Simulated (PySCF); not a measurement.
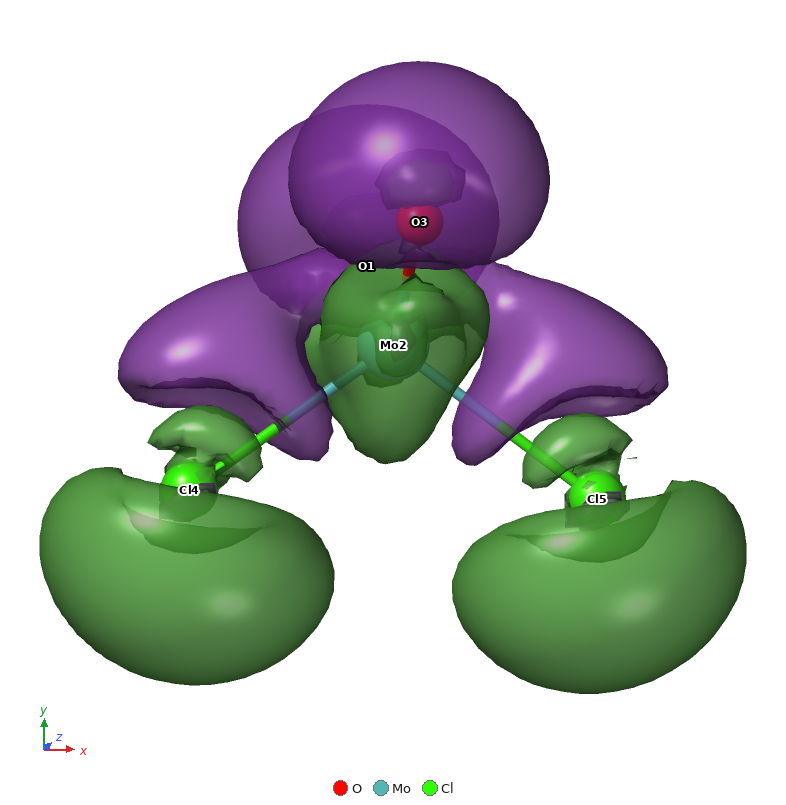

Figure. Cl$_{2}$MoO$_{2}$, SMILES `O=[Mo](=O)(Cl)Cl`. Change of the electron density in a uniform field of 0.26 V/Å, surfaces at ±0.0015 e/Å³ (purple: gain, green: loss).

Computed with PySCF, PBE0/def2-SVPD, geometry: GFN2-xTB. Core potentials replace the inner electrons of Mo; spin–orbit coupling isn't included. This is a single-reference result, which may miss multireference character in this system. No frequency check shows the geometry to be a minimum. GFN2-xTB bond lengths at metals and heavier atoms can be off by up to 0.1 Å and shapes distorted, which carries into these values.

Cartesian coordinates (Å):

```
O1      -0.0004    1.1724   -1.3948
Mo2      0.0000    0.3195    0.0000
O3       0.0004    1.1724    1.3948
Cl4     -1.7326   -0.9464    0.0001
Cl5      1.7326   -0.9464   -0.0001
```

### Along which Cartesian direction does the field point?

Along −y: electrons gather on the +y side, against the field.

### How large is the response?

The induced dipole is 0.83 D (along the field); α along this axis, from the fields in both directions, is 66 bohr³ (9.7 Å³).

### Which atoms gain and lose the most charge?

Electrons gather most on O1 and O3 alike (Hirshfeld charge changes by −0.016 e) and leave Cl4 and Cl5 alike most (+0.019 e); 0.068 electrons are displaced in all.
